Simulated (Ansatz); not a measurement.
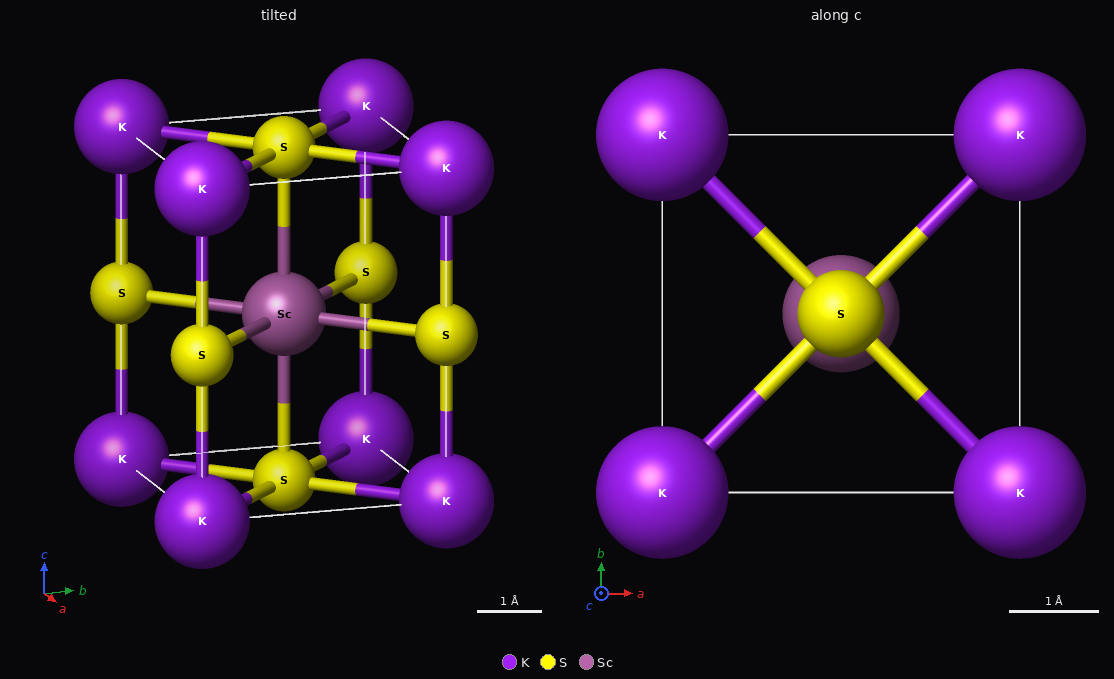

The figure gives a ball-and-stick picture of the atoms, viewed slightly off an axis and along the c axis. The lines enclose the conventional unit cell; boundary atoms appear with their images.

KScS2, space group P4/mmm (No. 123), a = 4.035 Å, b = 4.035 Å, c = 5.394 Å, α = 90.00°, β = 90.00°, γ = 90.00°. The starting point was a structure type filled with these elements by a generator (whether the compound takes this form wasn't checked). The cell was then strained or its atoms displaced on purpose. It was the input of a calculation with Ansatz.

This one geometry was computed with Ansatz (DFT, plane waves, PAW) at three levels of theory: PBE, r2SCAN and HSE06. It was relaxed with r2SCAN and then strained.

**How does the band gap change with the level of theory?**

PBE: a gap of 0.12 eV, direct; r2SCAN: a gap of 0.35 eV, direct; HSE06: a gap of 0.95 eV, direct.

**Collect the results in a table.**

| level | cutoff (eV) | k-mesh of the run's cell | gap (eV) | pressure (GPa) |
| --- | --- | --- | --- | --- |
| PBE | 420 | 6×6×6 | 0.12 | 1.7 |
| r2SCAN | 500 | 6×6×6 | 0.35 | 1.1 |
| HSE06 | 420 | 4×4×4 | 0.95 | 0.6 |

Gaps are taken on the k-mesh or band path of each run.
